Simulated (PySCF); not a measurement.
# wB97X-V/STO-6G run of [NO2]+ (SMILES O=[N+]=O)

What is the vertical ionisation energy of [NO2]+ at wB97X-V/STO-6G? The job is set up through a Python script.

The results are computed with PySCF 2.14.0.

7 further runs of the same task are left out: 7 set aside as unsound or not needed.

### 1 The system as given

[NO2]+: 3 atoms, total charge +1, spin state singlet. As SMILES, `O=[N+]=O`. The shape is that of a PBE0-D4/def2-TZVP optimisation.

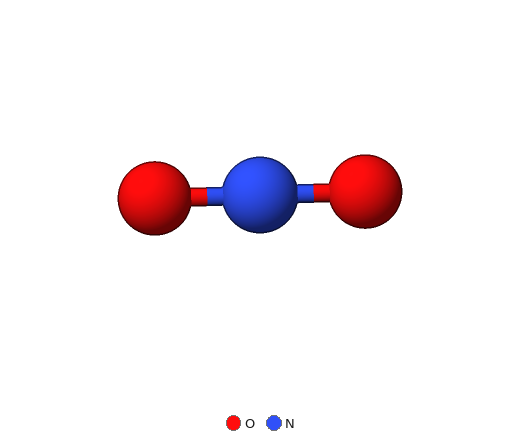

The structure, seen from a chosen angle (oxygen red, nitrogen blue).

### 2 The energy at wB97X-V/STO-6G

The input, run.py:

```python
from pyscf import gto, dft

mol = gto.M(
    atom=[
    ('O', (-0.572980, 0.927020, -0.209580)),
    ('N', (-0.000010, -0.000010, -0.000000)),
    ('O', (0.572990, -0.927010, 0.209580)),
],
    charge=1,
    basis='sto-6g',
    verbose=3,
    spin=0,
    max_memory=1860,
)

mf = dft.RKS(mol, xc='wb97x-v')
mf.conv_tol = 1e-10
mf.nlcgrids.level = 1
mf.grids.level = 5
mf.kernel()
if not mf.converged:
    mf = mf.newton().run(mf.mo_coeff, mf.mo_occ)

e_tot = mf.e_tot
print(f'total energy: {e_tot:.8f} hartree')
```

Launch:

```bash
$ OMP_NUM_THREADS=1 python run.py
```

Log:

```text
converged SCF energy = -203.797191654975
total energy: -203.79719165 hartree
```

Run time: 6.9 s. Hardware: 1 thread of AMD EPYC 9R45 (Zen 5), shared host; peak memory 0.18 GiB.

### 3 Doublet [NO2]2+, same level

The input, input.py:

```python
from pyscf import gto, dft

mol = gto.M(
    atom='''
O     -0.572980     0.927020    -0.209580
N     -0.000010    -0.000010     0.000000
O      0.572990    -0.927010     0.209580
''',
    max_memory=1860,
    verbose=4,
    charge=2,
    basis='sto-6g',
    spin=1,
)

ks = dft.UKS(mol)
ks.xc = 'wb97x-v'
ks.nlcgrids.level = 1
ks.grids.level = 5
ks.conv_tol = 1e-10
ks.kernel()
if not ks.converged:
    ks = ks.newton().run(ks.mo_coeff, ks.mo_occ)

etot = ks.e_tot
print(f'total energy: {etot:.8f} hartree')
```

Launch:

```bash
$ OMP_NUM_THREADS=1 python input.py
```

Log:

```text
PySCF version 2.14.0

[INPUT] num. atoms = 3
[INPUT] num. electrons = 21
[INPUT] charge = 2
[INPUT] spin (= nelec alpha-beta = 2S) = 1
[INPUT] symmetry False subgroup None
[INPUT] Mole.unit = angstrom
[INPUT] Symbol           X                Y                Z      unit          X                Y                Z       unit  Magmom
[INPUT]  1 O     -0.572980000000   0.927020000000  -0.209580000000 AA   -1.082775274853   1.751813911994  -0.396048801186 Bohr   0.0
[INPUT]  2 N     -0.000010000000  -0.000010000000   0.000000000000 AA   -0.000018897261  -0.000018897261   0.000000000000 Bohr   0.0
[INPUT]  3 O      0.572990000000  -0.927010000000   0.209580000000 AA    1.082794172115  -1.751795014733   0.396048801186 Bohr   0.0

nuclear repulsion = 68.6641622036056
number of shells = 9
number of NR pGTOs = 90
number of NR cGTOs = 15
basis = sto-6g
ecp = {}

******** <class 'pyscf.dft.uks.UKS'> ********
method = UKS
initial guess = minao
damping factor = 0
level_shift factor = 0
DIIS = <class 'pyscf.scf.diis.CDIIS'>
diis_start_cycle = 1
diis_space = 8
diis_damp = 0
SCF conv_tol = 1e-10
SCF conv_tol_grad = None
SCF max_cycles = 50
direct_scf = True
direct_scf_tol = 1e-13
number electrons alpha = 11  beta = 10
XC library pyscf.dft.libxc version 7.0.0
    S. Lehtola, C. Steigemann, M. J.T. Oliveira, and M. A.L. Marques.,  SoftwareX 7, 1–5 (2018)
XC functionals = wb97x-v
    N. Mardirossian and M. Head-Gordon.,  Phys. Chem. Chem. Phys. 16, 9904-9924 (2014)
radial grids:
    Treutler-Ahlrichs [JCP 102, 346 (1995); DOI:10.1063/1.469408] (M4) radial grids

becke partition: Becke, JCP 88, 2547 (1988); DOI:10.1063/1.454033
pruning grids: <function nwchem_prune>
grids dens level: 5
symmetrized grids: False
atomic radii adjust function: <function treutler_atomic_radii_adjust>
** Following is NLC and NLC Grids **
NLC functional = wb97x-v
radial grids:
    Treutler-Ahlrichs [JCP 102, 346 (1995); DOI:10.1063/1.469408] (M4) radial grids

becke partition: Becke, JCP 88, 2547 (1988); DOI:10.1063/1.454033
pruning grids: <function nwchem_prune>
grids dens level: 1
symmetrized grids: False
atomic radii adjust function: <function treutler_atomic_radii_adjust>
small_rho_cutoff = 0
Set gradient conv threshold to 1e-05
tot grids = 128072
tot grids = 15480
init E= -205.354087522705
[... the frontier-level lines of each cycle are left out ...]


cycle= 1 E= -202.678674517749  delta_E= 2.68  |g|= 0.583  |ddm|= 2.17
cycle= 2 E= -202.727159766946  delta_E= -0.0485  |g|= 0.559  |ddm|= 1.36
cycle= 3 E= -202.877562827069  delta_E= -0.15  |g|= 0.0259  |ddm|= 0.592
cycle= 4 E= -202.878715988545  delta_E= -0.00115  |g|= 0.0102  |ddm|= 0.053
cycle= 5 E= -202.878969426966  delta_E= -0.000253  |g|= 0.00212  |ddm|= 0.0343
cycle= 6 E= -202.878978199042  delta_E= -8.77e-06  |g|= 0.000543  |ddm|= 0.00688
cycle= 7 E= -202.878978797229  delta_E= -5.98e-07  |g|= 0.000217  |ddm|= 0.00211
cycle= 8 E= -202.878978824245  delta_E= -2.7e-08  |g|= 9.96e-05  |ddm|= 0.000307
cycle= 9 E= -202.878978834025  delta_E= -9.78e-09  |g|= 7.5e-06  |ddm|= 0.000204
cycle= 10 E= -202.878978834115  delta_E= -8.92e-11  |g|= 1.25e-06  |ddm|= 2.04e-05
Extra cycle  E= -202.878978834117  delta_E= -2.27e-12  |g|= 4.63e-07  |ddm|= 3.05e-06
converged SCF energy = -202.878978834117  <S^2> = 0.78710559  2S+1 = 2.0367676
total energy: -202.87897883 hartree
```

Run time: 8.7 s. Hardware: 1 thread of AMD EPYC 9R45 (Zen 5), shared host; peak memory 0.18 GiB.

### 4 What came out

At wB97X-V/STO-6G:

```
                                            quantity          value
                        singlet [NO2]+: total energy  -203.79719 Eh
                         singlet [NO2]+: HOMO energy      -22.81 eV
                         singlet [NO2]+: LUMO energy       -8.42 eV
                       singlet [NO2]+: HOMO–LUMO gap       14.39 eV
                       doublet [NO2]2+: total energy  -202.87898 Eh
 doublet [NO2]2+: HOMO energy (highest over α and β)      -35.62 eV
  doublet [NO2]2+: LUMO energy (lowest over α and β)      -27.06 eV
                               doublet [NO2]2+: ⟨S²⟩          0.787
vertical ionisation energy (to the doublet dication)      24.986 eV
```

In words: Removing an electron at fixed nuclei costs 24.99 eV (2411 kJ/mol). The negative HOMO energy of the first species, 22.81 eV, lies 2.18 eV below that difference. In a minimal basis such a difference can be off by several eV, whatever the method. Mulliken charges (singlet [NO2]+) run from +0.25 on O1 to +0.50 on N2; they depend strongly on the basis.
